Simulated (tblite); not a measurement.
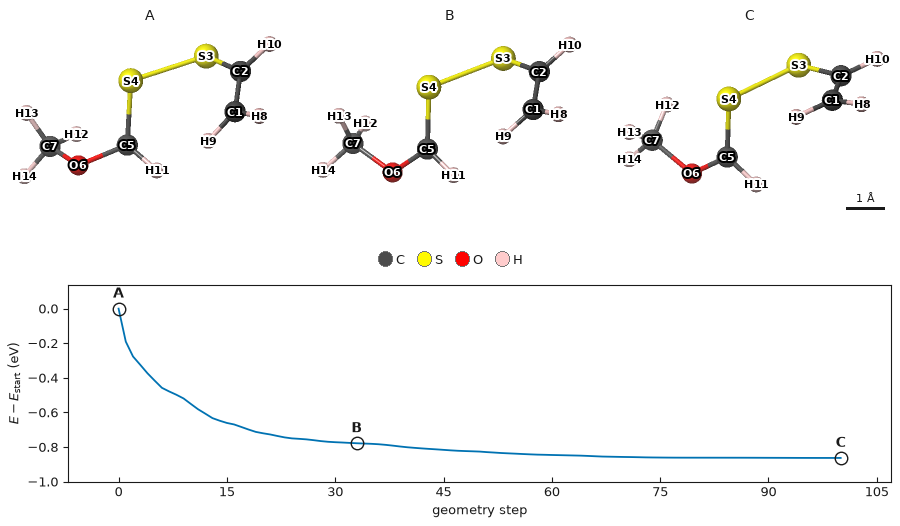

Frames of a relaxation of C4H7OS2 (multiplicity 2), marked on the history of the run. The picture is a ball-and-stick view, seen at a tilt.

These are results of GFN2-xTB geometry optimisation, gas phase in tblite 0.8.0, not measurements. 

Q: What happens along the run?

A: After 100 geometry steps the energy has fallen by 0.863 eV. The largest moves after the best rigid fit, 0.95 Å, are those of O6 and H9. By element the largest moves are H 0.95 Å, O 0.95 Å, S 0.58 Å, C 0.38 Å. Among the contacts that change: S4–C5 1.797 → 1.680 Å, C5–O6 1.414 → 1.335 Å, S3–S4 2.128 → 2.170 Å, C7–H13 1.125 → 1.094 Å. Among the angles between lasting bonds that change: S4–C5–O6 111.3° → 125.2°, C5–O6–C7 104.3° → 117.4°, S3–C2–H10 117.1° → 109.5°. Groups turn about O6–C7 by about 35°, C2–S3 by about 35°. From step 0 to 33: O6 moves most (0.76 Å), energy −0.778 eV. From step 33 to 100: H9 moves most (0.76 Å), energy −0.085 eV.

| step | E − E(0), eV |
| --- | --- |
| 0 | 0.0000 |
| 1 | -0.1907 |
| 2 | -0.2765 |
| 3 | -0.3244 |
| 4 | -0.3734 |
| 5 | -0.4160 |
| 6 | -0.4574 |
| 7 | -0.4784 |
| 8 | -0.4974 |
| 9 | -0.5190 |
| 10 | -0.5504 |
| 15 | -0.6604 |
| 19 | -0.7121 |
| 24 | -0.7496 |
| 29 | -0.7692 |
| 34 | -0.7794 |
| 38 | -0.7916 |
| 43 | -0.8104 |
| 48 | -0.8229 |
| 53 | -0.8342 |
| 57 | -0.8419 |
| 62 | -0.8474 |
| 67 | -0.8546 |
| 72 | -0.8584 |
| 76 | -0.8607 |
| 81 | -0.8612 |
| 86 | -0.8613 |
| 91 | -0.8619 |
| 95 | -0.8625 |
| 100 | -0.8626 |
